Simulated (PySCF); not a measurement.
# C₄H₅Al: a look at the electrons, part 2 of 3

For C₄H₅Al, the scripts below measure its response to a uniform field, analyse its density (charges, bond critical points, surface potential) and compute its lowest excited states.

PySCF 2.14.0; Gaussian basis, gas phase. The steps go on from the part before.

**4. Density, bond paths and surface potential (HF/6-31g*)**

input.py reads:

```python
import numpy as np
from pyscf import gto, scf, dft
from pyscf.scf import atom_ks, atom_hf
from scipy.linalg import block_diag

def solve(mol, dm0=None, hcore=None):
    mf = scf.UHF(mol) if mol.spin else scf.RHF(mol)
    mf = mf.density_fit(auxbasis='def2-universal-jkfit')
    mf.conv_tol, mf.max_cycle = 1e-8, 80
    if hcore is not None:
        mf.get_hcore = lambda *args: hcore
    mf.kernel(dm0)
    if not mf.converged:
        mf = mf.newton().run(mf.mo_coeff, mf.mo_occ, max_cycle=30)
    assert mf.converged, 'SCF not converged'
    return mf

mol = gto.M(atom='''
Al    -1.28306     0.00008     0.00000
C      0.04796     1.44830     0.00000
C      1.19506     0.73188     0.00000
C      1.19466    -0.73238     0.00000
C      0.04715    -1.44817     0.00000
H     -2.82490     0.00211     0.00000
H      0.12165     2.53048     0.00000
H      2.17720     1.19803     0.00000
H      2.17654    -1.19908     0.00000
H      0.12024    -2.53038     0.00000
''', basis='6-31g*', charge=0, spin=0, verbose=4)
mf = solve(mol)
mf.analyze()
# spherically averaged free atoms, for the promolecule
atm = scf.atom_hf.get_atm_nrhf(mol)
pro = block_diag(*[(atm[a[0]][2] * atm[a[0]][3]) @ atm[a[0]][2].T for a in mol._atom])
np.savez('result.npz', e=mf.e_tot, c=mf.mo_coeff, occ=mf.mo_occ, eps=mf.mo_energy, pro=pro, dip=mf.dip_moment(verbose=0), s2=mf.spin_square()[0])
```

Started as:

```
$ OMP_NUM_THREADS=1 python input.py
```

Log:

```text
[ENV] PYSCF_TMPDIR <dir>
[ENV] PYSCF_MAX_MEMORY 1375
[INPUT] verbose = 4
[INPUT] num. atoms = 10
[INPUT] num. electrons = 42
[INPUT] charge = 0
[INPUT] spin (= nelec alpha-beta = 2S) = 0
[INPUT] symmetry False subgroup None
[INPUT] Mole.unit = angstrom
[INPUT] Symbol           X                Y                Z      unit          X                Y                Z       unit  Magmom
[INPUT]  1 Al    -1.283060000000   0.000080000000   0.000000000000 AA   -2.424632001384   0.000151178090   0.000000000000 Bohr   0.0
[INPUT]  2 C      0.047960000000   1.448300000000   0.000000000000 AA    0.090631264934   2.736890346208   0.000000000000 Bohr   0.0
[INPUT]  3 C      1.195060000000   0.731880000000   0.000000000000 AA    2.258336102423   1.383052756047   0.000000000000 Bohr   0.0
[INPUT]  4 C      1.194660000000  -0.732380000000   0.000000000000 AA    2.257580211973  -1.383997619109   0.000000000000 Bohr   0.0
[INPUT]  5 C      0.047150000000  -1.448170000000   0.000000000000 AA    0.089100586773  -2.736644681811   0.000000000000 Bohr   0.0
[INPUT]  6 H     -2.824900000000   0.002110000000   0.000000000000 AA   -5.338287329284   0.003987322123   0.000000000000 Bohr   0.0
[INPUT]  7 H      0.121650000000   2.530480000000   0.000000000000 AA    0.229885183053   4.781914163689   0.000000000000 Bohr   0.0
[INPUT]  8 H      2.177200000000   1.198030000000   0.000000000000 AA    4.114311718403   2.263948589013   0.000000000000 Bohr   0.0
[INPUT]  9 H      2.176540000000  -1.199080000000   0.000000000000 AA    4.113064499161  -2.265932801443   0.000000000000 Bohr   0.0
[INPUT] 10 H      0.120240000000  -2.530380000000   0.000000000000 AA    0.227220669218  -4.781725191077   0.000000000000 Bohr   0.0

nuclear repulsion = 181.068132515277
number of shells = 42
number of NR pGTOs = 179
number of NR cGTOs = 84
basis = 6-31g*
ecp = {}

******** <class 'pyscf.df.df_jk.DFRHF'> ********
method = DFRHF
initial guess = minao
damping factor = 0
level_shift factor = 0
DIIS = <class 'pyscf.scf.diis.CDIIS'>
diis_start_cycle = 1
diis_space = 8
diis_damp = 0
SCF conv_tol = 1e-08
SCF conv_tol_grad = None
SCF max_cycles = 80
direct_scf = False
Set gradient conv threshold to 0.0001
Initial guess from minao.
******** <class 'pyscf.df.df.DF'> ********
auxbasis = def2-universal-jkfit
init E= -397.148705831034
  HOMO = -0.223573844815344  LUMO = -0.0575437901540083  gap/eV = 4.51791
cycle= 1 E= -396.167480420762  delta_E= 0.981  |g|= 0.366  |ddm|= 2.87
  HOMO = -0.306921736642274  LUMO = 0.0304821665708292  gap/eV = 9.18123
cycle= 2 E= -396.219431411367  delta_E= -0.052  |g|= 0.13  |ddm|= 0.561
  HOMO = -0.30838254886536  LUMO = 0.0364021405434984  gap/eV = 9.38207
cycle= 3 E= -396.224423047297  delta_E= -0.00499  |g|= 0.073  |ddm|= 0.22
  HOMO = -0.306669269664039  LUMO = 0.0387021424188827  gap/eV = 9.39803
cycle= 4 E= -396.225989892721  delta_E= -0.00157  |g|= 0.00629  |ddm|= 0.0837
  HOMO = -0.305173752412902  LUMO = 0.0388713485814174  gap/eV = 9.36194
cycle= 5 E= -396.226008674259  delta_E= -1.88e-05  |g|= 0.00184  |ddm|= 0.0118
  HOMO = -0.305733682797584  LUMO = 0.038637399465463  gap/eV = 9.37081
cycle= 6 E= -396.226010609502  delta_E= -1.94e-06  |g|= 0.000487  |ddm|= 0.00361
  HOMO = -0.30562630262346  LUMO = 0.0387095517731475  gap/eV = 9.36986
cycle= 7 E= -396.226010813007  delta_E= -2.04e-07  |g|= 0.000126  |ddm|= 0.00116
  HOMO = -0.30563464736938  LUMO = 0.038702757529868  gap/eV = 9.36990
cycle= 8 E= -396.226010828143  delta_E= -1.51e-08  |g|= 2.44e-05  |ddm|= 0.000342
  HOMO = -0.305634932151909  LUMO = 0.0387029226665994  gap/eV = 9.36991
cycle= 9 E= -396.226010828585  delta_E= -4.43e-10  |g|= 6.59e-06  |ddm|= 6.49e-05
  HOMO = -0.305634747447363  LUMO = 0.038702518735068  gap/eV = 9.36989
Extra cycle  E= -396.226010828605  delta_E= -1.96e-11  |g|= 2.57e-06  |ddm|= 1.3e-05
converged SCF energy = -396.226010828605
**** SCF Summaries ****
Total Energy =                        -396.226010828605013
Nuclear Repulsion Energy =             181.068132515277313
One-electron Energy =                 -904.332891925836293
Two-electron Energy =                  327.038748581953996
Two-electron Coulomb Energy =          367.765634567056111
DFT Exchange-Correlation Energy =      -40.726885985102115
HOMO-LUMO gap [eV] =                     9.369894271161623
**** MO energy ****
MO #1   energy= -58.449329337581   occ= 2
MO #2   energy= -11.2348532850198  occ= 2
MO #3   energy= -11.2340853727336  occ= 2
MO #4   energy= -11.1981596062339  occ= 2
MO #5   energy= -11.1981393100714  occ= 2
MO #6   energy= -4.87712906037211  occ= 2
MO #7   energy= -3.19203155547453  occ= 2
MO #8   energy= -3.18968065516489  occ= 2
MO #9   energy= -3.18794995559282  occ= 2
MO #10  energy= -1.08660939490802  occ= 2
MO #11  energy= -0.960794968711016 occ= 2
MO #12  energy= -0.812121441450665 occ= 2
MO #13  energy= -0.672578653156626 occ= 2
MO #14  energy= -0.670783380703289 occ= 2
MO #15  energy= -0.556686204994308 occ= 2
MO #16  energy= -0.551063134786081 occ= 2
MO #17  energy= -0.502137828632717 occ= 2
MO #18  energy= -0.438562938396208 occ= 2
MO #19  energy= -0.411789627174578 occ= 2
MO #20  energy= -0.397575703531548 occ= 2
MO #21  energy= -0.305634747447363 occ= 2
MO #22  energy= 0.038702518735068  occ= 0
MO #23  energy= 0.142874530038232  occ= 0
MO #24  energy= 0.150695194191357  occ= 0
MO #25  energy= 0.160908976919234  occ= 0
MO #26  energy= 0.189317999224878  occ= 0
MO #27  energy= 0.242969787006418  occ= 0
MO #28  energy= 0.264039081707605  occ= 0
MO #29  energy= 0.306943191519253  occ= 0
MO #30  energy= 0.309351526175081  occ= 0
MO #31  energy= 0.335062520556451  occ= 0
MO #32  energy= 0.353123322902677  occ= 0
MO #33  energy= 0.35719942772299   occ= 0
MO #34  energy= 0.417669991543948  occ= 0
MO #35  energy= 0.418357421628027  occ= 0
MO #36  energy= 0.540557065059226  occ= 0
MO #37  energy= 0.555909354066328  occ= 0
MO #38  energy= 0.61152052512047   occ= 0
MO #39  energy= 0.670632241830558  occ= 0
MO #40  energy= 0.714470014146843  occ= 0
MO #41  energy= 0.723439516156797  occ= 0
MO #42  energy= 0.747734415604692  occ= 0
MO #43  energy= 0.830071629858425  occ= 0
MO #44  energy= 0.832894371281353  occ= 0
MO #45  energy= 0.849692808872772  occ= 0
MO #46  energy= 0.856446628851424  occ= 0
MO #47  energy= 0.931231453580248  occ= 0
MO #48  energy= 0.934950180409892  occ= 0
MO #49  energy= 0.962637390855409  occ= 0
MO #50  energy= 0.999585849089887  occ= 0
MO #51  energy= 1.00577961443881   occ= 0
MO #52  energy= 1.0793933072828    occ= 0
MO #53  energy= 1.12734107087865   occ= 0
MO #54  energy= 1.14091378379677   occ= 0
MO #55  energy= 1.17926208203472   occ= 0
MO #56  energy= 1.1816134859741    occ= 0
MO #57  energy= 1.19840130999243   occ= 0
MO #58  energy= 1.20853790694702   occ= 0
MO #59  energy= 1.31273039519987   occ= 0
MO #60  energy= 1.38590048427044   occ= 0
MO #61  energy= 1.427983466764     occ= 0
MO #62  energy= 1.45569149826867   occ= 0
MO #63  energy= 1.62870675881724   occ= 0
MO #64  energy= 1.70169981558301   occ= 0
MO #65  energy= 1.75172428681988   occ= 0
MO #66  energy= 1.75683708343592   occ= 0
MO #67  energy= 1.80700591069642   occ= 0
MO #68  energy= 2.03661169205211   occ= 0
MO #69  energy= 2.10087353145489   occ= 0
MO #70  energy= 2.15466144781192   occ= 0
MO #71  energy= 2.21762417642014   occ= 0
MO #72  energy= 2.29101216014035   occ= 0
MO #73  energy= 2.304929207477     occ= 0
MO #74  energy= 2.47191479099012   occ= 0
MO #75  energy= 2.52476758645724   occ= 0
MO #76  energy= 2.55525822970273   occ= 0
MO #77  energy= 2.59661708814368   occ= 0
MO #78  energy= 2.62173828845465   occ= 0
MO #79  energy= 2.86016537997673   occ= 0
MO #80  energy= 2.88798855269146   occ= 0
MO #81  energy= 2.92372845183802   occ= 0
MO #82  energy= 3.01705333033021   occ= 0
MO #83  energy= 3.21249336359761   occ= 0
MO #84  energy= 3.3780379110978    occ= 0
 ** Mulliken pop on meta-lowdin orthogonal AOs  **
 ** Mulliken pop  **
pop of  0 Al 1s           1.99999
pop of  0 Al 2s           1.99959
pop of  0 Al 3s           0.88045
pop of  0 Al 4s           0.00438
pop of  0 Al 2px          1.99998
pop of  0 Al 2py          1.99999
pop of  0 Al 2pz          1.99998
pop of  0 Al 3px          0.68245
pop of  0 Al 3py          0.53387
pop of  0 Al 3pz          0.10494
pop of  0 Al 4px          0.01072
pop of  0 Al 4py          0.00962
pop of  0 Al 4pz          0.00001
pop of  0 Al 3dxy         0.01047
pop of  0 Al 3dyz         0.00395
pop of  0 Al 3dz^2        0.00344
pop of  0 Al 3dxz         0.00246
pop of  0 Al 3dx2-y2      0.01067
pop of  1 C 1s            1.99998
pop of  1 C 2s            1.07341
pop of  1 C 3s            0.00321
pop of  1 C 2px           1.20326
pop of  1 C 2py           1.12882
pop of  1 C 2pz           0.98365
pop of  1 C 3px           0.00482
pop of  1 C 3py           0.00276
pop of  1 C 3pz           0.00761
pop of  1 C 3dxy          0.00219
pop of  1 C 3dyz          0.00067
pop of  1 C 3dz^2         0.00178
pop of  1 C 3dxz          0.00094
pop of  1 C 3dx2-y2       0.00190
pop of  2 C 1s            1.99998
pop of  2 C 2s            0.98220
pop of  2 C 3s            0.00421
pop of  2 C 2px           1.08840
pop of  2 C 2py           1.02540
pop of  2 C 2pz           0.94580
pop of  2 C 3px           0.00405
pop of  2 C 3py           0.00658
pop of  2 C 3pz           0.00392
pop of  2 C 3dxy          0.00225
pop of  2 C 3dyz          0.00062
pop of  2 C 3dz^2         0.00196
pop of  2 C 3dxz          0.00110
pop of  2 C 3dx2-y2       0.00325
pop of  3 C 1s            1.99998
pop of  3 C 2s            0.98223
pop of  3 C 3s            0.00421
pop of  3 C 2px           1.08839
pop of  3 C 2py           1.02550
pop of  3 C 2pz           0.94538
pop of  3 C 3px           0.00406
pop of  3 C 3py           0.00658
pop of  3 C 3pz           0.00391
pop of  3 C 3dxy          0.00225
pop of  3 C 3dyz          0.00062
pop of  3 C 3dz^2         0.00196
pop of  3 C 3dxz          0.00110
pop of  3 C 3dx2-y2       0.00325
pop of  4 C 1s            1.99998
pop of  4 C 2s            1.07330
pop of  4 C 3s            0.00321
pop of  4 C 2px           1.20306
pop of  4 C 2py           1.12893
pop of  4 C 2pz           0.98409
pop of  4 C 3px           0.00482
pop of  4 C 3py           0.00276
pop of  4 C 3pz           0.00761
pop of  4 C 3dxy          0.00218
pop of  4 C 3dyz          0.00067
pop of  4 C 3dz^2         0.00178
pop of  4 C 3dxz          0.00094
pop of  4 C 3dx2-y2       0.00190
pop of  5 H 1s            1.16703
pop of  5 H 2s            0.00020
pop of  6 H 1s            0.88792
pop of  6 H 2s            0.00770
pop of  7 H 1s            0.89886
pop of  7 H 2s            0.00875
pop of  8 H 1s            0.89881
pop of  8 H 2s            0.00875
pop of  9 H 1s            0.88791
pop of  9 H 2s            0.00770
 ** Mulliken atomic charges  **
charge of    0Al =      0.74302
charge of    1C =     -0.41501
charge of    2C =     -0.06971
charge of    3C =     -0.06942
charge of    4C =     -0.41523
charge of    5H =     -0.16723
charge of    6H =      0.10437
charge of    7H =      0.09239
charge of    8H =      0.09244
charge of    9H =      0.10438
Dipole moment(X, Y, Z, Debye):  0.32530, -0.00359, -0.00000
Spherically averaged atomic HF for {'Al', 'C', 'H'}

******** <class 'pyscf.scf.atom_hf.AtomSphAverageRHF'> ********
method = AtomSphAverageRHF
initial guess = minao
damping factor = 0
level_shift factor = 0
DIIS = <class 'pyscf.scf.diis.CDIIS'>
diis_start_cycle = 1
diis_space = 8
diis_damp = 0
SCF conv_tol = 1e-09
SCF conv_tol_grad = None
SCF max_cycles = 50
direct_scf = True
direct_scf_tol = 1e-13
atom = Al
Set gradient conv threshold to 3.16228e-05
init E= -241.729371439744
cycle= 1 E= -241.75316654316  delta_E= -0.0238  |g|=    0  |ddm|= 0.37
cycle= 2 E= -241.753481769962  delta_E= -0.000315  |g|=    0  |ddm|= 0.0652
cycle= 3 E= -241.753488066089  delta_E= -6.3e-06  |g|=    0  |ddm|= 0.00528
cycle= 4 E= -241.753488292518  delta_E= -2.26e-07  |g|=    0  |ddm|= 0.00309
cycle= 5 E= -241.753488292975  delta_E= -4.57e-10  |g|=    0  |ddm|= 7.6e-05
Extra cycle  E= -241.753488292976  delta_E= -6.54e-13  |g|=    0  |ddm|= 3.71e-06
Atomic HF for atom  Al  converged. SCF energy = -241.753488292976

******** <class 'pyscf.scf.atom_hf.AtomSphAverageRHF'> ********
method = AtomSphAverageRHF
initial guess = minao
damping factor = 0
level_shift factor = 0
DIIS = <class 'pyscf.scf.diis.CDIIS'>
diis_start_cycle = 1
diis_space = 8
diis_damp = 0
SCF conv_tol = 1e-09
SCF conv_tol_grad = None
SCF max_cycles = 50
direct_scf = True
direct_scf_tol = 1e-13
atom = C
Set gradient conv threshold to 3.16228e-05
init E= -37.2760277011609
cycle= 1 E= -37.3124925813144  delta_E= -0.0365  |g|=    0  |ddm|= 0.352
cycle= 2 E= -37.3151528640331  delta_E= -0.00266  |g|=    0  |ddm|= 0.13
cycle= 3 E= -37.3153722895858  delta_E= -0.000219  |g|=    0  |ddm|= 0.0234
cycle= 4 E= -37.3153754157195  delta_E= -3.13e-06  |g|=    0  |ddm|= 0.00545
cycle= 5 E= -37.3153754158137  delta_E= -9.42e-11  |g|=    0  |ddm|= 1.35e-05
Extra cycle  E= -37.3153754158138  delta_E= -1.28e-13  |g|=    0  |ddm|= 1.01e-06
Atomic HF for atom  C  converged. SCF energy = -37.3153754158138

******** 1 electron system ********
Atomic HF for atom  H  converged. SCF energy = -0.49823291072907
```

Run time: 1.5 s. Hardware: 1 thread of Arm Neoverse V1, shared host; peak memory 0.33 GiB.

**5. What the saved matrices give**

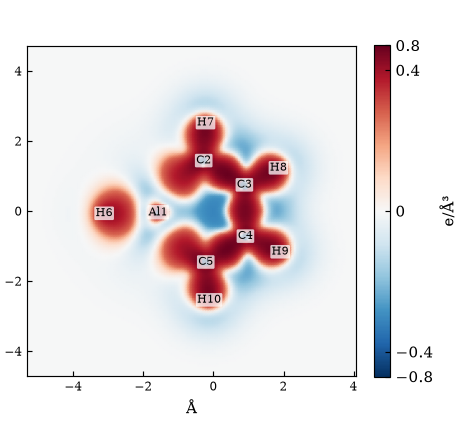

Deformation density (molecule less spherical, spin-averaged free atoms) in the molecular plane; colour scale in e/Å³, logarithmic beyond ±0.1; red: gain, blue: loss.

*Describe the bonding that the map shows.*

C2–C3 and C4–C5: +0.74 e/Å³ at the bond critical point (bond length 1.35 Å, Mayer order 1.9). C4–H9 and C3–H8: +0.67 e/Å³ at the bond critical point (bond length 1.09 Å, Mayer order 0.9). C3–C4: +0.65 e/Å³ at the bond critical point (bond length 1.46 Å, Mayer order 1.0). C2–H7 and C5–H10: +0.63 e/Å³ at the bond critical point (bond length 1.08 Å, Mayer order 0.9). Al1–H6: +0.16 e/Å³ at the bond critical point (bond length 1.54 Å, Mayer order 1.0). Al1–C5 and Al1–C2: +0.12 e/Å³ at the bond critical point (bond length 1.97 Å, Mayer order 0.9). In all, 2.5 electrons are displaced relative to the promolecule. A small or negative value marks a very polar bond or one between electron-rich atoms, whose free-atom densities already overlap strongly.

*Where do the Hirshfeld charges lie?*

The highest Hirshfeld charge is on Al1 (+0.57 e), the lowest on C2 and C5 (−0.25 e).

| atom | charge (e) |
| --- | --- |
| Al1 | +0.57 |
| C2 | −0.25 |
| C3 | −0.04 |
| C4 | −0.04 |
| C5 | −0.25 |
| H6 | −0.17 |
| H7 | +0.05 |
| H8 | +0.05 |
| H9 | +0.05 |
| H10 | +0.05 |

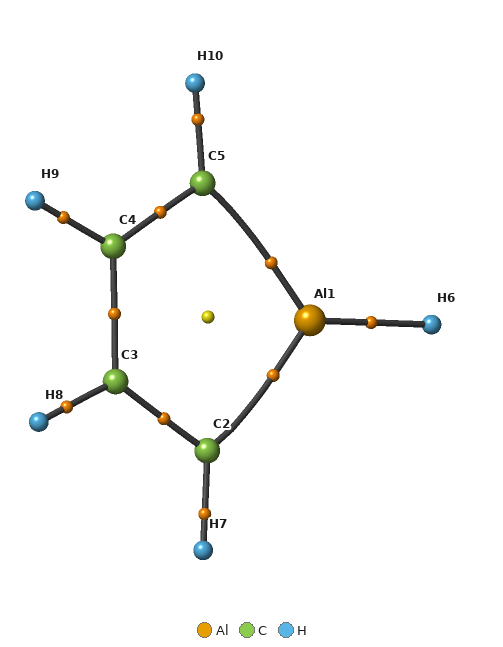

Molecular graph of the electron density (QTAIM): bond paths, bond critical points (orange), ring points (yellow, if any); weak paths are dashed.

*How many critical points of each kind are there, and does the count close?*

10 nuclei, 10 bond, 1 ring and 0 cage critical points: 10 − 10 + 1 − 0 = 1, as the Poincaré–Hopf relation requires.

*Give the properties at the bond critical points.*

```json
{"bond": "C2–C3 (×2)", "length (Å)": "1.352", "ρ (a.u.)": "0.341", "∇²ρ (a.u.)": "−1.04", "ε": "0.31", "H (a.u.)": "−0.394"}
{"bond": "C3–C4", "length (Å)": "1.464", "ρ (a.u.)": "0.291", "∇²ρ (a.u.)": "−0.87", "ε": "0.06", "H (a.u.)": "−0.277"}
{"bond": "C4–H9 (×2)", "length (Å)": "1.087", "ρ (a.u.)": "0.281", "∇²ρ (a.u.)": "−1.02", "ε": "0.01", "H (a.u.)": "−0.288"}
{"bond": "C2–H7 (×2)", "length (Å)": "1.085", "ρ (a.u.)": "0.276", "∇²ρ (a.u.)": "−0.98", "ε": "0.01", "H (a.u.)": "−0.280"}
{"bond": "Al1–H6", "length (Å)": "1.542", "ρ (a.u.)": "0.084", "∇²ρ (a.u.)": "+0.28", "ε": "0.03", "H (a.u.)": "−0.028"}
{"bond": "Al1–C5 (×2)", "length (Å)": "1.966", "ρ (a.u.)": "0.080", "∇²ρ (a.u.)": "+0.35", "ε": "0.08", "H (a.u.)": "−0.018"}
```

*What kind of interaction is Al1–H6?*

Polar or intermediate (positive Laplacian, negative energy density H): ρ = 0.084, ∇²ρ = +0.28, H = −0.028 a.u.

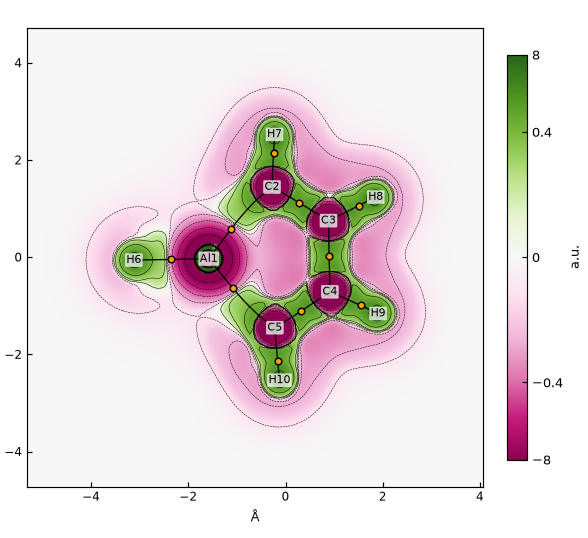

Negative Laplacian of the density (−∇²ρ) in the molecular plane (green positive, pink negative, colour scale in a.u., logarithmic beyond ±0.04), with bond paths and bond critical points (dots).

*Sort the bonds in the plane by the sign of ∇²ρ at their critical points.*

Concentrated (∇²ρ < 0): C2–C3 and C4–C5 (−1.04 a.u.); C3–C4 (−0.87 a.u.); C4–H9 and C3–H8 (−1.02 a.u.); C2–H7 and C5–H10 (−0.98 a.u.). Depleted (∇²ρ > 0): Al1–H6 (+0.28 a.u., H = −0.028); Al1–C5 and Al1–C2 (+0.35 a.u., H = −0.018).

*Where along C4–H9 does the critical point lie?*

0.69 Å from C4 and 0.40 Å from H9.

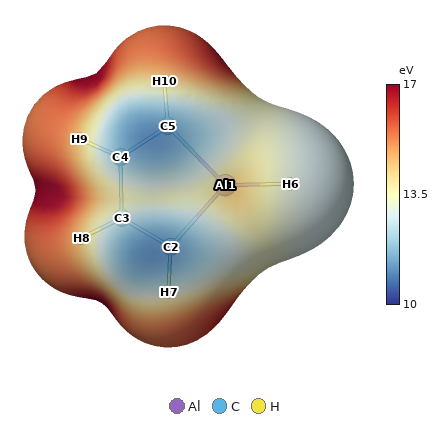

Average local ionisation energy on the surface of electron density 0.001 a.u.

*Where are the most loosely bound electrons on this surface?*

The lowest local ionisation energy is 10.9 eV, off the molecular plane, over C5 (2.1 Å), and at symmetry-equivalent points. Further minima include 12.7 eV, 1.5 Å from H6; 15.3 eV, 1.3 Å from H9. For comparison, the highest occupied orbital lies at −8.3 eV.

(Part 2 of 3 ends here.)
